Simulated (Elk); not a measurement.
# Polar Kerr effect of Cobalt

Wanted: σ_xx, σ_xy and the Kerr angle of Cobalt with spin–orbit coupling.

Method: LDA (Perdew-Wang); all-electron APW+lo, Dirac cores, scalar-relativistic bands with second-variational spin-orbit coupling, in Elk 11.2.3 (patched build).

## 1. The starting structure

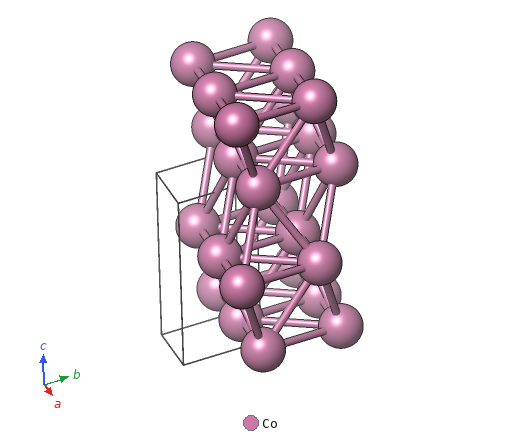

Start, viewed slightly off an axis; cobalt pink. 3×2×2 cells are drawn.

## 2. Self-consistent run

In a ferromagnet the Kerr effect comes from exchange splitting and spin–orbit coupling together. The parallel order is imposed here; no other order was tried.

In this input [001] lies along z, the axis of the moments and of the light.

Moments are seeded by fields in the spheres (the last three columns under atoms), set against the wanted direction and reduced each loop.

elk.in

```
tasks
  0
  15
  33
  73

xctype
  3

rgkmax
  7.0

nempty
  14

swidth
  0.003

reducebf
  0.5

epsengy
  1e-05

maxscl
  100

lmaxi
  3

spinpol
  .true.

spinorb
  .true.

cmagz
  .true.

sppath
  './'

avec
  4.73829928489 0.00000000000 0.00000000000
  -2.36914964244 4.10348755135 0.00000000000
  0.00000000000 0.00000000000 7.69099635461

atoms
  1
  'Co.in'
  2
  0.3333333333 0.6666666667 0.2500000000   0.000000 0.000000 -0.100000
  0.6666666667 0.3333333333 0.7500000000   0.000000 0.000000 -0.100000

ngridk
  12 12 6

plot3d
  0 0 0
  1 0 0
  0 1 0
  0 0 1
  13 13 21
```

Run with:

```bash
> OMP_NUM_THREADS=2 elk
```

Numbers of over 12 decimals in the logs are rounded to 6 here.

The log of the run:

```text
Warning(gndstate): core states of species 1 leak from the muffin-tin :   0.6995720246E-03
Warning(chksvso): spin-orbit splittings by the second variation are low [figures from our tests cut]: local-orbitals by j (lorbdm 7 and 8, zora) mend levels alone

--- INFO.OUT ---
┌─────────────────────────┐
│ Elk code version 11.2.3 │
└─────────────────────────┘

All units are atomic (Hartree, Bohr, etc.)

┌─────────────────────────────────────────────────┐
│ Ground-state run starting from atomic densities │
└─────────────────────────────────────────────────┘

Lattice vectors :
   4.738299285       0.000000000       0.000000000
  -2.369149642       4.103487551       0.000000000
   0.000000000       0.000000000       7.690996355

Species : 1 (Co)
 parameters loaded from : Co.in
 name : cobalt
 nuclear charge    :   -27.00000000
 electronic charge :    27.00000000
 atomic mass :    107428.6517
 muffin-tin radius :    2.334644196
 number of radial points in muffin-tin :    497
 inner part over the whole radius :   0.9766825461E-02
 number on inner part of muffin-tin    :    350
 approximate nuclear radius :   0.7243775530E-04
 number of mesh points to nuclear radius :    167
 atomic positions (lattice), magnetic fields (Cartesian) :
  1 :   0.33333333  0.16666667  0.25000000    0.00000000  0.00000000 -0.10000000
  2 :  -0.33333333 -0.16666667 -0.25000000    0.00000000  0.00000000 -0.10000000

Total number of atoms per unit cell :    2
Total muffin-tin volume :    106.6057705
 ratio of muffin-tin to unit cell volume :   0.7128899609

Spin treatment :
 spin-polarised
 spin-orbit coupling
 global magnetic field (Cartesian) :    0.000000000       0.000000000       0.000000000
 collinear magnetisation in z-direction

Number of Bravais lattice symmetries :   24
Number of crystal symmetries         :   12
Crystal has inversion symmetry
Real symmetric eigensolver will be used

k-point grid :     12    12     6
k-point offset :    0.000000000       0.000000000       0.000000000
k-point set is reduced with full crystal symmetry group
Total number of k-points :      104

Muffin-tin radius times maximum |G+k| :    7.000000000
 using average radius
Maximum |G+k| for APW functions       :    2.998315551
Maximum (1/2)|G+k|²                   :    4.494948072
Maximum |G| for potential and density :    12.00000000
Constant for pseudocharge density :    7
 order of it for each species :   14
 order of it for pair densities of each species (exact exchange by exxq0 0: 14) :   10
Radial integration step length :    1

G-vector grid sizes :     20    20    30
Number of G-vectors :     4331

Maximum angular momentum used for
 APW functions            :    8
 outer part of muffin-tin :    6
 inner part of muffin-tin :    3

Number of empty states         :     28
Total number of valence states :     88
Total number of core states    :     24

Third-order local-orbitals added for an l without core states : T
Total number of local-orbitals :     44

Exchange-correlation functional :      3     0     0
 Perdew-Wang/Ceperley-Alder, Phys. Rev. B 45, 13244 (1992)
 gradient requirement :    0
 local density approximation (LDA)

Smearing type :    3
 Fermi-Dirac
Smearing width :   0.3000000000E-02
Effective electronic temperature (K) :    947.3250744

Mixing type :    3
 Broyden mixing, J. Phys. A: Math. Gen. 17, L317 (1984)

Kohn-Sham potential initialised from atomic data

┌──────────────────────────────┐
│ Self-consistent loop started │
└──────────────────────────────┘

┌─────────────────┐
│ Loop number : 1 │
└─────────────────┘

Energies :
 Fermi                       :     0.198421
 sum of occupied eigenvalues :     -1609.2080006497
 electron kinetic            :      2818.3069634708
 core electron kinetic       :      2550.5164652071
 Coulomb                     :     -5486.3978449836
 Coulomb potential           :     -4275.9665603619
 nuclear-nuclear             :     -499.77031406297
 electron-nuclear            :     -5717.8765319807
 Hartree                     :      731.24900106005
 Madelung                    :     -3348.4145648027
 xc potential                :     -151.32876806812
 xc effective B-field        :    -0.154628
 external B-field            :      0.000000
 exchange                    :     -109.70510488627
 correlation                 :     -4.666252
 electron entropic           :    -0.15743592541101E-02
 total energy                :     -2782.4638131034
 (external B-field energy excluded from total)

Density of states at Fermi energy :    52.73607039
 (states/Hartree/unit cell)

Estimated indirect band gap :   0.4839975673E-03
 from k-point 2 to k-point 1
Estimated direct band gap   :   0.1287517224E-02
 at k-point 93

Charges :
 core                        :    24.00000000
 valence                     :    30.00000000
 interstitial                :    1.757229158
 muffin-tins (core leakage)
  species : 1 (Co)
   atom 1                    :    26.12138542     (  0.7257729751E-03)
   atom 2                    :    26.12138542     (  0.7257729751E-03)
 total in muffin-tins        :    52.24277084
 total calculated charge     :    53.99711315
 total charge                :    54.00000000
 error                       :   0.2886846772E-02

Moments :
 interstitial                :  -0.1009781682
 muffin-tins
  species : 1 (Co)
   atom 1                    :    1.912686342
   atom 2                    :    1.912686342
 total in muffin-tins        :    3.825372684
 total moment                :    3.724394515

[... earlier loops left out ...]

┌──────────────────┐
│ Loop number : 17 │
└──────────────────┘

Energies :
 Fermi                       :     0.284800
 sum of occupied eigenvalues :     -1604.5017116383
 electron kinetic            :      2821.9604122780
 core electron kinetic       :      2551.0931908655
 Coulomb                     :     -5489.6158342557
 Coulomb potential           :     -4274.7087510728
 nuclear-nuclear             :     -499.77031406297
 electron-nuclear            :     -5725.6213727813
 Hartree                     :      735.77585258848
 Madelung                    :     -3352.2614587194
 xc potential                :     -151.64167583385
 xc effective B-field        :    -0.111697
 external B-field            :      0.000000
 exchange                    :     -109.95661628182
 correlation                 :     -4.677138
 electron entropic           :    -0.17075829469830E-02
 total energy                :     -2782.2908841297
 (external B-field energy excluded from total)

Density of states at Fermi energy :    57.97144005
 (states/Hartree/unit cell)

Estimated indirect band gap :   0.5444956441E-03
 from k-point 64 to k-point 27
Estimated direct band gap   :   0.1810201869E-02
 at k-point 28

Charges :
 core                        :    24.00000000
 valence                     :    30.00000000
 interstitial                :    1.671824585
 muffin-tins (core leakage)
  species : 1 (Co)
   atom 1                    :    26.16408771     (  0.6995720246E-03)
   atom 2                    :    26.16408771     (  0.6995720246E-03)
 total in muffin-tins        :    52.32817541
 total calculated charge     :    53.99718081
 total charge                :    54.00000000
 error                       :   0.2819187984E-02

Moments :
 interstitial                :  -0.7931532993E-01
 muffin-tins
  species : 1 (Co)
   atom 1                    :    1.641714766
   atom 2                    :    1.641714766
 total in muffin-tins        :    3.283429532
 total moment                :    3.204114202

┌──────────────────────────────┐
│ Self-consistent loop stopped │
└──────────────────────────────┘

Warning : core states of species 1 leak from the muffin-tin :   0.6995720246E-03

Wrote STATE.OUT
```

Wall time 2.1 min (2 threads of Arm Neoverse V1, shared host); peak memory 0.11 GiB; 4.2 min of CPU time.

Spin moment in the muffin-tin sphere by atom:

```
atom  spin moment in the muffin-tin sphere (μB)
 Co1                                       1.64
 Co2                                       1.64
```

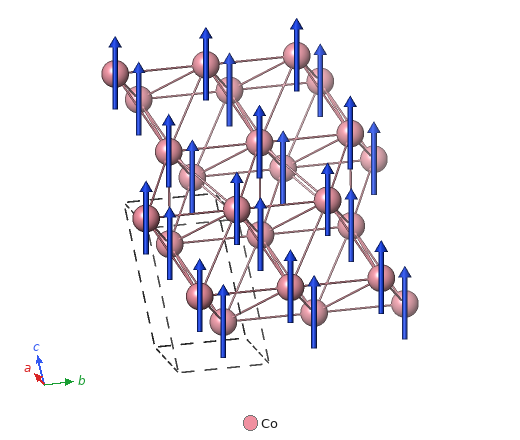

Spin moment in the muffin-tin sphere as arrows, the longest 1.64 μB. Up and down stand for the sign. Arrows give size and sign along the axis of quantisation, drawn up and down the page. 2×3×2 cells are drawn.

Numbers from this step:

* density of states at the Fermi level: 2.130 states/eV/cell
* moment between the spheres: -0.07931 μB
* magnetization: 3.204 μB
* final state: ferromagnetic

After 17 cycles the largest moment stands at 1.64 μB.

Orbital moment <L> in the sphere by atom:

```
atom  x (μB)  y (μB)  z (μB)    size
 Co1  0.0000  0.0000  0.0777  0.0777
 Co2  0.0000  0.0000  0.0777  0.0777
```

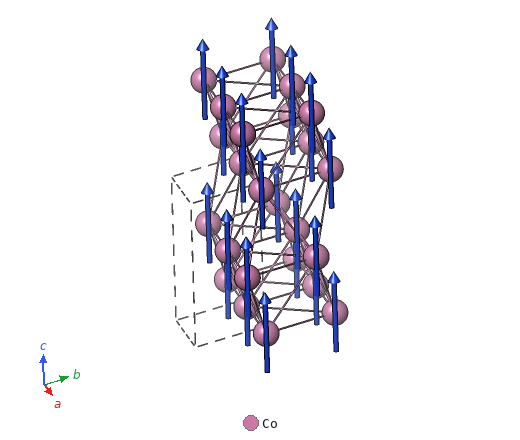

Orbital moment <L> in the sphere as arrows, the longest 0.0777 μB. 3×2×2 cells are drawn.

## 3. States and momentum matrix elements on a finer mesh

Optical spectra need more k points than the density, so the states are solved once on a finer mesh in the saved potential.

elk.in

```
tasks
  1
  120

xctype
  3

rgkmax
  7.0

nempty
  14

swidth
  0.003

reducebf
  0.5

epsengy
  1e-05

maxscl
  1

lmaxi
  3

spinpol
  .true.

spinorb
  .true.

cmagz
  .true.

sppath
  './'

avec
  4.73829928489 0.00000000000 0.00000000000
  -2.36914964244 4.10348755135 0.00000000000
  0.00000000000 0.00000000000 7.69099635461

atoms
  1
  'Co.in'
  2
  0.3333333333 0.6666666667 0.2500000000   0.000000 0.000000 -0.000100
  0.6666666667 0.3333333333 0.7500000000   0.000000 0.000000 -0.000100

ngridk
  18 18 10
```

Run with:

```bash
> OMP_NUM_THREADS=2 elk
```

The log of the run:

```text
Warning(gndstate): core states of species 1 leak from the muffin-tin :   0.6995720249E-03
Warning(chksvso): spin-orbit splittings by the second variation are low [figures from our tests cut]: local-orbitals by j (lorbdm 7 and 8, zora) mend levels alone

--- INFO.OUT ---
┌─────────────────────────┐
│ Elk code version 11.2.3 │
└─────────────────────────┘

All units are atomic (Hartree, Bohr, etc.)

┌──────────────────────────────────────────┐
│ Ground-state run resuming from STATE.OUT │
└──────────────────────────────────────────┘

Lattice vectors :
   4.738299285       0.000000000       0.000000000
  -2.369149642       4.103487551       0.000000000
   0.000000000       0.000000000       7.690996355

Species : 1 (Co)
 muffin-tin radius :    2.334644196
 atomic positions (lattice), magnetic fields (Cartesian) :
  1 :   0.33333333  0.16666667  0.25000000    0.00000000  0.00000000  0.00000000
  2 :  -0.33333333 -0.16666667 -0.25000000    0.00000000  0.00000000  0.00000000

Total number of atoms per unit cell :    2
Total muffin-tin volume :    106.6057705
 ratio of muffin-tin to unit cell volume :   0.7128899609

Spin treatment :
 spin-polarised
 spin-orbit coupling
 global magnetic field (Cartesian) :    0.000000000       0.000000000       0.000000000
 collinear magnetisation in z-direction

Number of Bravais lattice symmetries :   24
Number of crystal symmetries         :   12
Crystal has inversion symmetry
Real symmetric eigensolver will be used

k-point grid :     18    18    10
k-point offset :    0.000000000       0.000000000       0.000000000
k-point set is reduced with full crystal symmetry group
Total number of k-points :      336

Muffin-tin radius times maximum |G+k| :    7.000000000
 using average radius
[...]
Energies :
 Fermi                       :     0.285162
 sum of occupied eigenvalues :     -1604.5021642510
 electron kinetic            :      2821.9784411805
 core electron kinetic       :      2551.0929644978
 Coulomb                     :     -5489.6325368071
 Coulomb potential           :     -4274.6822137870
 nuclear-nuclear             :     -499.77031406297
 electron-nuclear            :     -5725.6818044076
 Hartree                     :      735.81958166348
 Madelung                    :     -3352.2914299136
 xc potential                :     -151.68734622499
 xc effective B-field        :    -0.110371
 external B-field            :      0.000000
 exchange                    :     -109.95841331128
 correlation                 :     -4.677320
 electron entropic           :    -0.15147655356273E-02
 total energy                :     -2782.2913438532
 (external B-field energy excluded from total)

Density of states at Fermi energy :    50.08742535
 (states/Hartree/unit cell)

Estimated indirect band gap :   0.4041832858E-03
 from k-point 124 to k-point 123
Estimated direct band gap   :   0.1378585762E-02
 at k-point 263

Charges :
 core                        :    24.00000000
 valence                     :    30.00000000
 interstitial                :    1.670185064
 muffin-tins (core leakage)
  species : 1 (Co)
   atom 1                    :    26.16490747     (  0.6995720249E-03)
   atom 2                    :    26.16490747     (  0.6995720249E-03)
 total in muffin-tins        :    52.32981494
 total calculated charge     :    53.99719183
 total charge                :    54.00000000
 error                       :   0.2808165804E-02

Moments :
 interstitial                :  -0.8332702212E-01
 muffin-tins
  species : 1 (Co)
   atom 1                    :    1.628201293
   atom 2                    :    1.628201293
 total in muffin-tins        :    3.256402587
 total moment                :    3.173075565

┌──────────────────────────────┐
│ Self-consistent loop stopped │
└──────────────────────────────┘

Warning : core states of species 1 leak from the muffin-tin :   0.6995720249E-03
```

It took 70 s on 2 threads; peak memory 0.26 GiB; 2.3 min of CPU time.

Read from the output:

```yaml
magnetization: 3.173 μB
largest_moment: 1.628 μB
```

## 4. Optics with a broadening of 0.20 eV

The broadening stands for the lifetime of the excited states; it lowers and widens the peaks.

elk.in: that of step 3 with these lines changed.

```diff
@@ -1,4 +1,4 @@
 tasks
-  1
-  120
+  121
+  122
 
@@ -14,3 +14,3 @@
 swidth
-  0.003
+  0.0075
 
@@ -23,3 +23,3 @@
 maxscl
-  1
+  100
 
@@ -36,2 +36,5 @@
   .true.
+
+intraband
+  .false.
 
@@ -54 +57,10 @@
   18 18 10
+
+wplot
+  240 100 0
+  0.00000 0.30000
+
+optcomp
+  1 1
+  1 2
+  3 3
```

Run with:

```bash
> OMP_NUM_THREADS=2 elk
```

The log of the run:

```text
┌─────────────────────────────────┐
│ Elk code version 11.2.3 started │
└─────────────────────────────────┘

┌────────────────────┐
│ Current task : 121 │
└────────────────────┘

Info(checkmt): changed muffin-tin radius of species 1 (Co) from   2.4000 to   2.3346

Info(findsymcrys): atomic basis shift (lattice) :
   0.000000000      0.5000000000       0.000000000
See GEOMETRY.OUT for new atomic positions

Info(dielectric):
 dielectric tensor written to EPSILON_ij.OUT
 optical conductivity written to SIGMA_ij.OUT
 for components
  i = 1, j = 1
  i = 1, j = 2
  i = 3, j = 3

┌────────────────────┐
│ Current task : 122 │
└────────────────────┘

Warning(chksvso): spin-orbit splittings by the second variation are low [figures from our tests cut]: local-orbitals by j (lorbdm 7 and 8, zora) mend levels alone

Info(dielectric):
 dielectric tensor written to EPSILON_ij.OUT
 optical conductivity written to SIGMA_ij.OUT
 for components
  i = 1, j = 1
  i = 1, j = 2

Info(moke):
 complex Kerr angle in degrees written to KERR.OUT

┌──────────────────┐
│ Elk code stopped │
└──────────────────┘
```

Run time: 2 min. Hardware: 2 threads; peak memory 0.05 GiB.

Intraband term left out, so in a metal the low energies lack the Drude part. Table of polar Kerr angle by photon energy; values in degrees:

```csv
photon energy (eV),rotation,ellipticity
0.0,0,0
0.5,0.481,0.267
1.0,0.244,0.154
1.5,0.240,0.166
2.0,0.210,0.104
2.5,0.193,0.106
3.0,0.257,0.118
3.5,0.264,0.120
4.0,0.350,0.112
4.5,0.333,0.284
5.0,0.381,0.447
5.5,0.0131,0.707
6.0,-0.312,0.311
6.5,-0.203,0.0861
7.0,-0.0294,-9.3e-4
7.5,-0.0719,0.0730
8.0,-0.0535,-0.0930
```

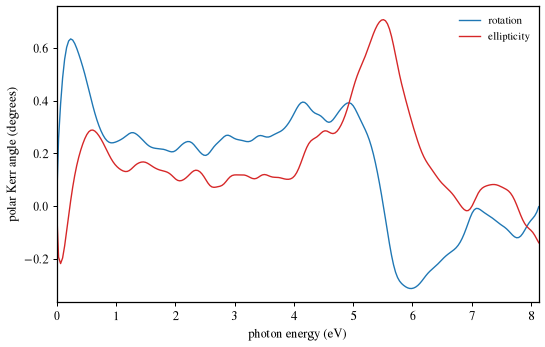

Polar Kerr angle, plotted against photon energy.

Intraband term left out, so in a metal the low energies lack the Drude part. Optical conductivity against photon energy:

```
photon energy (eV)  Re sigma xx (S/cm)  Im sigma xx (S/cm)  Re sigma xy (S/cm)  Im sigma xy (S/cm)  Re sigma zz (S/cm)  Im sigma zz (S/cm)
                 0                2446                   0                -320                   0               11531                   0
                 1                7266               -3623                -254                -193                6604               -1025
                 2                8456                2878                31.9                -207                7477                1996
                 3                5522                3166                47.7                -113                5194                3485
                 4                3641                3304                50.9               -76.6                3551                3417
                 5                3390                1601                53.5               -69.7                3562                1689
                 6                4869                1825                88.7                44.4                5239                2506
                 7                2821                3025               -1.55                3.80                2555                2948
                 8                2048                2011               -7.39                2.43                2583                1667
```

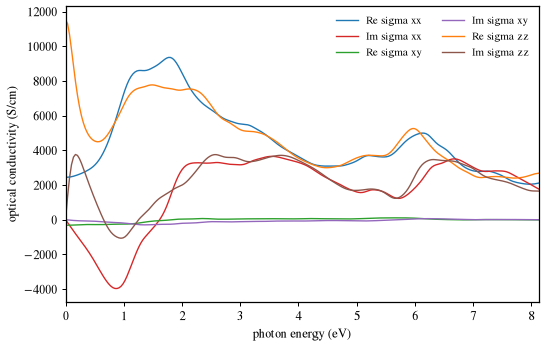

Optical conductivity, plotted against photon energy.

## 5. Optics with a broadening of 0.11 eV

The broadening stands for the lifetime of the excited states; it lowers and widens the peaks.

elk.in: that of step 4 with these lines changed.

```diff
@@ -14,3 +14,3 @@
 swidth
-  0.0075
+  0.004
```

Run with:

```bash
> OMP_NUM_THREADS=2 elk
```

The log of the run:

```text
┌─────────────────────────────────┐
│ Elk code version 11.2.3 started │
└─────────────────────────────────┘

┌────────────────────┐
│ Current task : 121 │
└────────────────────┘

Info(checkmt): changed muffin-tin radius of species 1 (Co) from   2.4000 to   2.3346

Info(findsymcrys): atomic basis shift (lattice) :
   0.000000000      0.5000000000       0.000000000
See GEOMETRY.OUT for new atomic positions

Info(dielectric):
 dielectric tensor written to EPSILON_ij.OUT
 optical conductivity written to SIGMA_ij.OUT
 for components
  i = 1, j = 1
  i = 1, j = 2
  i = 3, j = 3

┌────────────────────┐
│ Current task : 122 │
└────────────────────┘

Warning(chksvso): spin-orbit splittings by the second variation are low [figures from our tests cut]: local-orbitals by j (lorbdm 7 and 8, zora) mend levels alone

Info(dielectric):
 dielectric tensor written to EPSILON_ij.OUT
 optical conductivity written to SIGMA_ij.OUT
 for components
  i = 1, j = 1
  i = 1, j = 2

Info(moke):
 complex Kerr angle in degrees written to KERR.OUT

┌──────────────────┐
│ Elk code stopped │
└──────────────────┘
```

Run time: 2 min. Hardware: 2 threads; peak memory 0.05 GiB.

Intraband term left out, so in a metal the low energies lack the Drude part. The polar Kerr angle by photon energy; values in degrees:

```csv
photon energy (eV),rotation,ellipticity
0,0,0
1,0.212,0.147
2,0.169,0.0818
3,0.242,0.139
4,0.366,0.0536
5,0.477,0.494
6,-0.395,0.298
7,0.0434,-0.0763
8,-0.0523,-0.0994
```

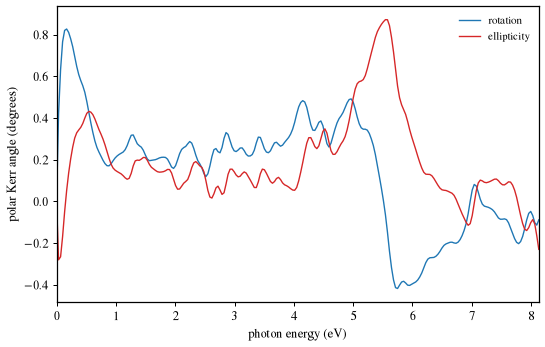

Polar Kerr angle against photon energy.

(Part 1 of 2 ends here.)

[Logs and program files are shortened in this print: banners, set-up blocks, solver, clock and traceback lines can be left out without a mark of their own.]

[Logs are printed without paths, hosts, clocks, repeated set-up lines and the standing remarks that a program may print on its own settings, such as how far it seeks lower states.]

[Hosts, paths, dates, database ids (printed as entryN), source tags and the programs' standing remarks are cut or masked in the printed files.]

[Where a cell is said to come from a database of computed structures, the database is the Materials Project.]
